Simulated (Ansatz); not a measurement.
# SiH2 (singlet): r2SCAN0, wB97M-V over a scan of the distance Si1–H2, cc-pVDZ, part 2 of 2

Ansatz 0.2.0, Gaussian basis; cc-pVDZ, all electrons in the functionals. The steps go on from the part before.

## 15. wB97M-V, 1.526 Å

Contents of in.yaml:

```yaml
crystal:
  periodic: [false, false, false]
  atoms:
    - {symbol: Si, position_ang: [0.000000, -0.071477, 0.000000]}
    - {symbol: H, position_ang: [0.000000, 0.995827, -1.090012]}
    - {symbol: H, position_ang: [0.000000, 0.995827, 1.090012]}
basis:
  gaussian: {orbitals: cc-pVDZ}
magnetization: {spin_polarized: true, initial_magnetization: 0}
hamiltonian: {xc: {name: wB97M-V}}
output: {forces: true, orbitals: {seedname: orbitals}}
```

Started as:

```console
ansatz run in.yaml --threads 1 --pin off --events-out ev --progress --plain --max-ram 2393MiB
```

Log (excerpt; [...] marks lines left out):

```text
Functional definition: wB97M-V
  name "wB97M-V"
  cite "Mardirossian & Head-Gordon, J. Chem. Phys. 144, 214110 (2016) doi:10.1063/1.4952647"
  cite "Becke, J. Chem. Phys. 107, 8554 (1997) doi:10.1063/1.475007"
  cite "Vydrov & Van Voorhis, J. Chem. Phys. 133, 244103 (2010) doi:10.1063/1.3521275"
  # Of w^i u^j: cxij and so on, Table III.
[...]
  gx(w, u) = 1 - cx + cx01*u + cx10*w
  gss(w, u) = css00 + css04*u^4 + css10*w + css20*w^2 + css43*w^4*u^3
  gos(w, u) = cos00 + cos10*w + (cos20 + cos21*u)*w^2 + (cos60 + cos61*u)*w^6
[...]
      + integral(e_c_pw_mod_opposite_spin*gos(b97_w_opposite, b97_u_opposite)) + vv10(b, c)
271 factors; integrals over basis functions are off by at most 1.3e-3 eV
103 factors; integrals over basis functions are off by at most 7.4e-6 eV
[...]
mean field -7907.04291645 eV, -290.5784675935 hartree, gradient 3.6e-6 eV, S^2 0.000000; 1 other end points of the search recorded, 0 dependent functions left out
[...]
reference -7907.04294583 eV, -290.5784686730 hartree; 8, 8 occupied and 20, 20 virtual orbitals, 271 factors
Total energy: -7907.04294583 eV, -290.5784686730 hartree
Atom 0 at     0.000000    -0.071477     0.000000 Å, force     0.000000    -0.166048     0.000000 eV/Å
Atom 1 at     0.000000     0.995827    -1.090012 Å, force    -0.000000     0.083024    -0.088801 eV/Å
Atom 2 at     0.000000     0.995827     1.090012 Å, force    -0.000000     0.083024     0.088801 eV/Å
Dipole moment:     0.000000     0.030021     0.000000 e Å
```

Run time: 2.4 s. Hardware: 1 thread of Arm Neoverse V1, shared host.

From the report: ⟨S²⟩ of the determinant 0.000 (pure singlet: 0.00).

## 16. wB97M-V, 1.673 Å

Contents of in.yaml:

```yaml
crystal:
  periodic: [false, false, false]
  atoms:
    - {symbol: Si, position_ang: [0.000000, -0.074932, 0.003528]}
    - {symbol: H, position_ang: [0.000000, 1.095541, -1.191848]}
    - {symbol: H, position_ang: [0.000000, 0.992372, 1.093540]}
basis:
  gaussian: {orbitals: cc-pVDZ}
magnetization: {spin_polarized: true, initial_magnetization: 0}
hamiltonian: {xc: {name: wB97M-V}}
output: {forces: true, orbitals: {seedname: orbitals}}
```

Same command.

Log (excerpt; [...] marks lines left out):

```text
Functional definition: wB97M-V
  name "wB97M-V"
  cite "Mardirossian & Head-Gordon, J. Chem. Phys. 144, 214110 (2016) doi:10.1063/1.4952647"
  cite "Becke, J. Chem. Phys. 107, 8554 (1997) doi:10.1063/1.475007"
  cite "Vydrov & Van Voorhis, J. Chem. Phys. 133, 244103 (2010) doi:10.1063/1.3521275"
  # Of w^i u^j: cxij and so on, Table III.
[...]
  gx(w, u) = 1 - cx + cx01*u + cx10*w
  gss(w, u) = css00 + css04*u^4 + css10*w + css20*w^2 + css43*w^4*u^3
  gos(w, u) = cos00 + cos10*w + (cos20 + cos21*u)*w^2 + (cos60 + cos61*u)*w^6
[...]
      + integral(e_c_pw_mod_opposite_spin*gos(b97_w_opposite, b97_u_opposite)) + vv10(b, c)
272 factors; integrals over basis functions are off by at most 1.1e-3 eV
103 factors; integrals over basis functions are off by at most 8.2e-6 eV
[...]
mean field -7906.92223664 eV, -290.5740326920 hartree, gradient 2.1e-5 eV, S^2 0.000000; 1 other end points of the search recorded, 0 dependent functions left out
[...]
reference -7906.92226611 eV, -290.5740337753 hartree; 8, 8 occupied and 20, 20 virtual orbitals, 272 factors
Total energy: -7906.92226611 eV, -290.5740337753 hartree
Atom 0 at     0.000000    -0.074932     0.003528 Å, force     0.000000     0.980668    -1.209488 eV/Å
Atom 1 at     0.000000     1.095541    -1.191848 Å, force    -0.000000    -1.084133     1.142219 eV/Å
Atom 2 at     0.000000     0.992372     1.093540 Å, force     0.000000     0.103466     0.067269 eV/Å
Dipole moment:     0.000000    -0.022644     0.058431 e Å
```

Run time: 2.6 s. Hardware: 1 thread of Arm Neoverse V1, shared host.

From the report: ⟨S²⟩ of the determinant 0.000 (pure singlet: 0.00).

From 1.526 Å: +2.8 kcal/mol.

## 17. wB97M-V, 1.850 Å

Contents of in.yaml:

```yaml
crystal:
  periodic: [false, false, false]
  atoms:
    - {symbol: Si, position_ang: [0.000000, -0.079078, 0.007763]}
    - {symbol: H, position_ang: [0.000000, 1.215228, -1.314081]}
    - {symbol: H, position_ang: [0.000000, 0.988226, 1.097775]}
basis:
  gaussian: {orbitals: cc-pVDZ}
magnetization: {spin_polarized: true, initial_magnetization: 0}
hamiltonian: {xc: {name: wB97M-V}}
output: {forces: true, orbitals: {seedname: orbitals}}
```

Same command.

Log (excerpt; [...] marks lines left out):

```text
Functional definition: wB97M-V
  name "wB97M-V"
  cite "Mardirossian & Head-Gordon, J. Chem. Phys. 144, 214110 (2016) doi:10.1063/1.4952647"
  cite "Becke, J. Chem. Phys. 107, 8554 (1997) doi:10.1063/1.475007"
  cite "Vydrov & Van Voorhis, J. Chem. Phys. 133, 244103 (2010) doi:10.1063/1.3521275"
  # Of w^i u^j: cxij and so on, Table III.
[...]
  gx(w, u) = 1 - cx + cx01*u + cx10*w
  gss(w, u) = css00 + css04*u^4 + css10*w + css20*w^2 + css43*w^4*u^3
  gos(w, u) = cos00 + cos10*w + (cos20 + cos21*u)*w^2 + (cos60 + cos61*u)*w^6
[...]
      + integral(e_c_pw_mod_opposite_spin*gos(b97_w_opposite, b97_u_opposite)) + vv10(b, c)
272 factors; integrals over basis functions are off by at most 1.2e-3 eV
103 factors; integrals over basis functions are off by at most 9.1e-6 eV
[...]
mean field -7906.54702083 eV, -290.5602437655 hartree, gradient 2.0e-5 eV, S^2 0.000000; 1 other end points of the search recorded, 0 dependent functions left out
[...]
reference -7906.54705060 eV, -290.5602448596 hartree; 8, 8 occupied and 20, 20 virtual orbitals, 272 factors
Total energy: -7906.54705060 eV, -290.5602448596 hartree
Atom 0 at     0.000000    -0.079078     0.007763 Å, force     0.000000     1.608798    -1.881110 eV/Å
Atom 1 at     0.000000     1.215228    -1.314081 Å, force     0.000000    -1.732079     1.833511 eV/Å
Atom 2 at     0.000000     0.988226     1.097775 Å, force    -0.000000     0.123282     0.047599 eV/Å
Dipole moment:     0.000000    -0.088691     0.131838 e Å
```

Run time: 2.4 s. Hardware: 1 thread of Arm Neoverse V1, shared host.

From the report: ⟨S²⟩ of the determinant 0.000 (pure singlet: 0.00).

From 1.526 Å: +11.4 kcal/mol.

## 18. wB97M-V, 2.123 Å

Contents of in.yaml:

```yaml
crystal:
  periodic: [false, false, false]
  atoms:
    - {symbol: Si, position_ang: [0.000000, -0.085474, 0.014294]}
    - {symbol: H, position_ang: [0.000000, 1.399830, -1.502611]}
    - {symbol: H, position_ang: [0.000000, 0.981830, 1.104306]}
basis:
  gaussian: {orbitals: cc-pVDZ}
magnetization: {spin_polarized: true, initial_magnetization: 0}
hamiltonian: {xc: {name: wB97M-V}}
output: {orbitals: {seedname: orbitals}}
```

The command is unchanged.

Log (excerpt; [...] marks lines left out):

```text
Functional definition: wB97M-V
  name "wB97M-V"
  cite "Mardirossian & Head-Gordon, J. Chem. Phys. 144, 214110 (2016) doi:10.1063/1.4952647"
  cite "Becke, J. Chem. Phys. 107, 8554 (1997) doi:10.1063/1.475007"
  cite "Vydrov & Van Voorhis, J. Chem. Phys. 133, 244103 (2010) doi:10.1063/1.3521275"
  # Of w^i u^j: cxij and so on, Table III.
[...]
  gx(w, u) = 1 - cx + cx01*u + cx10*w
  gss(w, u) = css00 + css04*u^4 + css10*w + css20*w^2 + css43*w^4*u^3
  gos(w, u) = cos00 + cos10*w + (cos20 + cos21*u)*w^2 + (cos60 + cos61*u)*w^6
[...]
      + integral(e_c_pw_mod_opposite_spin*gos(b97_w_opposite, b97_u_opposite)) + vv10(b, c)
272 factors; integrals over basis functions are off by at most 1.5e-3 eV
103 factors; integrals over basis functions are off by at most 1.0e-5 eV
[...]
mean field -7905.78924805 eV, -290.5323961295 hartree, gradient 3.6e-5 eV, S^2 0.000000; 1 other end points of the search recorded, 0 dependent functions left out
reference -7905.78927808 eV, -290.5323972330 hartree; 8, 8 occupied and 20, 20 virtual orbitals, 272 factors
Total energy: -7905.78927808 eV, -290.5323972330 hartree
```

It took 2.1 s on 1 thread of Arm Neoverse V1, shared host.

From the report: ⟨S²⟩ of the determinant 0.000 (pure singlet: 0.00).

From 1.526 Å: +28.9 kcal/mol.

## 19. wB97M-V, 2.461 Å

Contents of in.yaml:

```yaml
crystal:
  periodic: [false, false, false]
  atoms:
    - {symbol: Si, position_ang: [0.000000, -0.093392, 0.022381]}
    - {symbol: H, position_ang: [0.000000, 1.628385, -1.736028]}
    - {symbol: H, position_ang: [0.000000, 0.973912, 1.112393]}
basis:
  gaussian: {orbitals: cc-pVDZ}
magnetization: {spin_polarized: true, initial_magnetization: 0}
hamiltonian: {xc: {name: wB97M-V}}
output: {orbitals: {seedname: orbitals}}
```

Same command.

Log (excerpt; [...] marks lines left out):

```text
Functional definition: wB97M-V
  name "wB97M-V"
  cite "Mardirossian & Head-Gordon, J. Chem. Phys. 144, 214110 (2016) doi:10.1063/1.4952647"
  cite "Becke, J. Chem. Phys. 107, 8554 (1997) doi:10.1063/1.475007"
  cite "Vydrov & Van Voorhis, J. Chem. Phys. 133, 244103 (2010) doi:10.1063/1.3521275"
  # Of w^i u^j: cxij and so on, Table III.
[...]
  gx(w, u) = 1 - cx + cx01*u + cx10*w
  gss(w, u) = css00 + css04*u^4 + css10*w + css20*w^2 + css43*w^4*u^3
  gos(w, u) = cos00 + cos10*w + (cos20 + cos21*u)*w^2 + (cos60 + cos61*u)*w^6
[...]
      + integral(e_c_pw_mod_opposite_spin*gos(b97_w_opposite, b97_u_opposite)) + vv10(b, c)
272 factors; integrals over basis functions are off by at most 1.0e-3 eV
103 factors; integrals over basis functions are off by at most 1.6e-5 eV
[...]
mean field -7904.83614901 eV, -290.4973703857 hartree, gradient 3.5e-6 eV, S^2 0.000000; 2 other end points of the search recorded, 0 dependent functions left out
reference -7904.83617977 eV, -290.4973715162 hartree; 8, 8 occupied and 20, 20 virtual orbitals, 272 factors
Total energy: -7904.83617977 eV, -290.4973715162 hartree
```

Run time: 2.5 s. Hardware: 1 thread of Arm Neoverse V1, shared host.

From the report: ⟨S²⟩ of the determinant 0.000 (pure singlet: 0.00).

From 1.526 Å: +50.9 kcal/mol.

## 20. wB97M-V, 2.789 Å

Contents of in.yaml:

```yaml
crystal:
  periodic: [false, false, false]
  atoms:
    - {symbol: Si, position_ang: [0.000000, -0.101076, 0.030229]}
    - {symbol: H, position_ang: [0.000000, 1.850178, -1.962540]}
    - {symbol: H, position_ang: [0.000000, 0.966228, 1.120241]}
basis:
  gaussian: {orbitals: cc-pVDZ}
magnetization: {spin_polarized: true, initial_magnetization: 0}
hamiltonian: {xc: {name: wB97M-V}}
output: {forces: true, orbitals: {seedname: orbitals}}
```

Launched as before.

Log (excerpt; [...] marks lines left out):

```text
Functional definition: wB97M-V
  name "wB97M-V"
  cite "Mardirossian & Head-Gordon, J. Chem. Phys. 144, 214110 (2016) doi:10.1063/1.4952647"
  cite "Becke, J. Chem. Phys. 107, 8554 (1997) doi:10.1063/1.475007"
  cite "Vydrov & Van Voorhis, J. Chem. Phys. 133, 244103 (2010) doi:10.1063/1.3521275"
  # Of w^i u^j: cxij and so on, Table III.
[...]
  gx(w, u) = 1 - cx + cx01*u + cx10*w
  gss(w, u) = css00 + css04*u^4 + css10*w + css20*w^2 + css43*w^4*u^3
  gos(w, u) = cos00 + cos10*w + (cos20 + cos21*u)*w^2 + (cos60 + cos61*u)*w^6
[...]
      + integral(e_c_pw_mod_opposite_spin*gos(b97_w_opposite, b97_u_opposite)) + vv10(b, c)
273 factors; integrals over basis functions are off by at most 1.0e-3 eV
103 factors; integrals over basis functions are off by at most 2.8e-5 eV
[...]
mean field -7904.12830456 eV, -290.4713575820 hartree, gradient 1.1e-5 eV, S^2 0.458508; 5 other end points of the search recorded, 0 dependent functions left out
[...]
reference -7904.12833580 eV, -290.4713587301 hartree; 8, 8 occupied and 20, 20 virtual orbitals, 273 factors
Total energy: -7904.12833580 eV, -290.4713587301 hartree
Atom 0 at     0.000000    -0.101076     0.030229 Å, force     0.000000     0.817465    -1.102274 eV/Å
Atom 1 at     0.000000     1.850178    -1.962540 Å, force    -0.000000    -0.969442     1.041993 eV/Å
Atom 2 at     0.000000     0.966228     1.120241 Å, force    -0.000000     0.151977     0.060280 eV/Å
Dipole moment:     0.000000    -0.244097     0.308667 e Å
```

Run time: 6 s. Hardware: 1 thread of Arm Neoverse V1, shared host.

From the report: ⟨S²⟩ of the determinant 0.459 (pure singlet: 0.00).

From 1.526 Å: +67.2 kcal/mol.

## 21. wB97M-V, 3.293 Å

Contents of in.yaml:

```yaml
crystal:
  periodic: [false, false, false]
  atoms:
    - {symbol: Si, position_ang: [0.000000, -0.112883, 0.042287]}
    - {symbol: H, position_ang: [0.000000, 2.190982, -2.310595]}
    - {symbol: H, position_ang: [0.000000, 0.954421, 1.132299]}
basis:
  gaussian: {orbitals: cc-pVDZ}
magnetization: {spin_polarized: true, initial_magnetization: 0}
hamiltonian: {xc: {name: wB97M-V}}
output: {orbitals: {seedname: orbitals}}
```

Same command.

Log (excerpt; [...] marks lines left out):

```text
Functional definition: wB97M-V
  name "wB97M-V"
  cite "Mardirossian & Head-Gordon, J. Chem. Phys. 144, 214110 (2016) doi:10.1063/1.4952647"
  cite "Becke, J. Chem. Phys. 107, 8554 (1997) doi:10.1063/1.475007"
  cite "Vydrov & Van Voorhis, J. Chem. Phys. 133, 244103 (2010) doi:10.1063/1.3521275"
  # Of w^i u^j: cxij and so on, Table III.
[...]
  gx(w, u) = 1 - cx + cx01*u + cx10*w
  gss(w, u) = css00 + css04*u^4 + css10*w + css20*w^2 + css43*w^4*u^3
  gos(w, u) = cos00 + cos10*w + (cos20 + cos21*u)*w^2 + (cos60 + cos61*u)*w^6
[...]
      + integral(e_c_pw_mod_opposite_spin*gos(b97_w_opposite, b97_u_opposite)) + vv10(b, c)
274 factors; integrals over basis functions are off by at most 1.0e-3 eV
103 factors; integrals over basis functions are off by at most 6.0e-5 eV
[...]
mean field -7903.72452816 eV, -290.4565190729 hartree, gradient 9.8e-6 eV, S^2 0.857154; 4 other end points of the search recorded, 0 dependent functions left out
reference -7903.72456002 eV, -290.4565202440 hartree; 8, 8 occupied and 20, 20 virtual orbitals, 274 factors
Total energy: -7903.72456002 eV, -290.4565202440 hartree
```

Wall time 8.5 s (1 thread of Arm Neoverse V1, shared host).

From the report: ⟨S²⟩ of the determinant 0.857 (pure singlet: 0.00). The determinant is far from a pure spin state, so its energy mixes those of several spin states (harmless only where they are near-degenerate, as at dissociation).

From 1.526 Å: +76.5 kcal/mol.

## 22. wB97M-V, 4.139 Å

Contents of in.yaml:

```yaml
crystal:
  periodic: [false, false, false]
  atoms:
    - {symbol: Si, position_ang: [0.000000, -0.132702, 0.062528]}
    - {symbol: H, position_ang: [0.000000, 2.763046, -2.894830]}
    - {symbol: H, position_ang: [0.000000, 0.934602, 1.152540]}
basis:
  gaussian: {orbitals: cc-pVDZ}
magnetization: {spin_polarized: true, initial_magnetization: 0}
hamiltonian: {xc: {name: wB97M-V}}
output: {forces: true, orbitals: {seedname: orbitals}}
```

Launched as before.

Log (excerpt; [...] marks lines left out):

```text
Functional definition: wB97M-V
  name "wB97M-V"
  cite "Mardirossian & Head-Gordon, J. Chem. Phys. 144, 214110 (2016) doi:10.1063/1.4952647"
  cite "Becke, J. Chem. Phys. 107, 8554 (1997) doi:10.1063/1.475007"
  cite "Vydrov & Van Voorhis, J. Chem. Phys. 133, 244103 (2010) doi:10.1063/1.3521275"
  # Of w^i u^j: cxij and so on, Table III.
[...]
  gx(w, u) = 1 - cx + cx01*u + cx10*w
  gss(w, u) = css00 + css04*u^4 + css10*w + css20*w^2 + css43*w^4*u^3
  gos(w, u) = cos00 + cos10*w + (cos20 + cos21*u)*w^2 + (cos60 + cos61*u)*w^6
[...]
      + integral(e_c_pw_mod_opposite_spin*gos(b97_w_opposite, b97_u_opposite)) + vv10(b, c)
274 factors; integrals over basis functions are off by at most 1.1e-3 eV
103 factors; integrals over basis functions are off by at most 1.1e-4 eV
[...]
mean field -7903.58781104 eV, -290.4514948115 hartree, gradient 7.2e-9 eV, S^2 0.989749; 4 other end points of the search recorded, 0 dependent functions left out
[...]
reference -7903.58784522 eV, -290.4514960676 hartree; 8, 8 occupied and 20, 20 virtual orbitals, 274 factors
Total energy: -7903.58784522 eV, -290.4514960676 hartree
Atom 0 at     0.000000    -0.132702     0.062528 Å, force    -0.000000    -0.123226    -0.170259 eV/Å
Atom 1 at     0.000000     2.763046    -2.894830 Å, force     0.000000    -0.023096     0.025200 eV/Å
Atom 2 at     0.000000     0.934602     1.152540 Å, force     0.000000     0.146322     0.145059 eV/Å
Dipole moment:    -0.000000     0.014390     0.031331 e Å
```

Run time: 17 s. Hardware: 1 thread of Arm Neoverse V1, shared host.

From the report: ⟨S²⟩ of the determinant 0.990 (pure singlet: 0.00). The determinant is far from a pure spin state, so its energy mixes those of several spin states (harmless only where they are near-degenerate, as at dissociation).

From 1.526 Å: +79.7 kcal/mol.

## 23. wB97M-V, 5.175 Å

Contents of in.yaml:

```yaml
crystal:
  periodic: [false, false, false]
  atoms:
    - {symbol: Si, position_ang: [0.000000, -0.156972, 0.087314]}
    - {symbol: H, position_ang: [0.000000, 3.463587, -3.610276]}
    - {symbol: H, position_ang: [0.000000, 0.910332, 1.177326]}
basis:
  gaussian: {orbitals: cc-pVDZ}
magnetization: {spin_polarized: true, initial_magnetization: 0}
hamiltonian: {xc: {name: wB97M-V}}
output: {forces: true, orbitals: {seedname: orbitals}}
```

Same command.

Log (excerpt; [...] marks lines left out):

```text
Functional definition: wB97M-V
  name "wB97M-V"
  cite "Mardirossian & Head-Gordon, J. Chem. Phys. 144, 214110 (2016) doi:10.1063/1.4952647"
  cite "Becke, J. Chem. Phys. 107, 8554 (1997) doi:10.1063/1.475007"
  cite "Vydrov & Van Voorhis, J. Chem. Phys. 133, 244103 (2010) doi:10.1063/1.3521275"
  # Of w^i u^j: cxij and so on, Table III.
[...]
  gx(w, u) = 1 - cx + cx01*u + cx10*w
  gss(w, u) = css00 + css04*u^4 + css10*w + css20*w^2 + css43*w^4*u^3
  gos(w, u) = cos00 + cos10*w + (cos20 + cos21*u)*w^2 + (cos60 + cos61*u)*w^6
[...]
      + integral(e_c_pw_mod_opposite_spin*gos(b97_w_opposite, b97_u_opposite)) + vv10(b, c)
272 factors; integrals over basis functions are off by at most 1.1e-3 eV
103 factors; integrals over basis functions are off by at most 1.3e-4 eV
[...]
mean field -7903.57564927 eV, -290.4510478749 hartree, gradient 6.4e-11 eV, S^2 1.000837; 6 other end points of the search recorded, 0 dependent functions left out
[...]
reference -7903.57569205 eV, -290.4510494467 hartree; 8, 8 occupied and 20, 20 virtual orbitals, 272 factors
Total energy: -7903.57569205 eV, -290.4510494467 hartree
Atom 0 at     0.000000    -0.156972     0.087314 Å, force     0.000000    -0.141496    -0.151037 eV/Å
Atom 1 at     0.000000     3.463587    -3.610276 Å, force     0.000000    -0.003250     0.003364 eV/Å
Atom 2 at     0.000000     0.910332     1.177326 Å, force    -0.000000     0.144746     0.147673 eV/Å
Dipole moment:    -0.000000     0.021680     0.023316 e Å
```

It took 14 s on 1 thread of Arm Neoverse V1, shared host.

From the report: ⟨S²⟩ of the determinant 1.001 (pure singlet: 0.00). The determinant is far from a pure spin state, so its energy mixes those of several spin states (harmless only where they are near-degenerate, as at dissociation).

From 1.526 Å: +80.0 kcal/mol.

## 24. Against the wave-function levels

The yardstick is full CI for this spin, exact in this basis with these frozen cores. It comes from earlier runs at the same points. Energies in kcal/mol, counted from 1.526 Å; blanks weren't run or aren't comparable.

```tsv
level	1.223 Å	1.341 Å	1.526 Å	1.673 Å	1.850 Å	2.123 Å	2.461 Å	2.789 Å	3.293 Å	4.139 Å	5.175 Å
FCI	27.1	8.6	0.0	2.7	11.1	27.4	45.7	58.4	68.8	73.5	74.1
r2SCAN0	26.4	8.2	0.0	3.1	12.0	29.7	50.7	61.6	69.8	74.3	75.2
wB97M-V	26.8	8.5	0.0	2.8	11.4	28.9	50.9	67.2	76.5	79.7	80.0
```

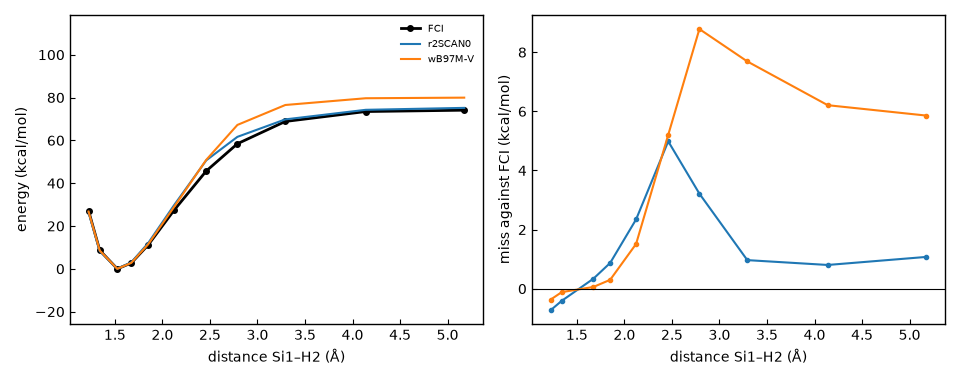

Left: the curves (the axis may cut off levels that run far away). Right: misses against FCI, in the same colours.

Largest miss and mean time a point (FCI took 5.3 s a point; shared hosts):

```tsv
level	largest miss (kcal/mol)	where	time a point
r2SCAN0	+5.0	2.461 Å	3.4 s
wB97M-V	+8.8	2.789 Å	5.6 s
```

## 25. Outcome

This closing draws on all 2 parts.

| quantity | value |
| --- | --- |
| span of the FCI curve | 74.1 kcal/mol |
| largest miss, r2SCAN0 | +5.0 kcal/mol (2.461 Å) |
| largest miss, wB97M-V | +8.8 kcal/mol (2.789 Å) |

**Reading.** Of the functionals, r2SCAN0 keep the smallest largest miss at the points compared (at most 5.0 kcal/mol) and wB97M-V strays most (8.8 kcal/mol, at 2.789 Å). r2SCAN0, wB97M-V clearly break the spin symmetry at some points (⟨S²⟩ up to 1.01 above the pure value), so energy there is bought with a mixed spin. Functionals and the yardstick converge differently with the basis, so part of each miss in cc-pVDZ is the basis.
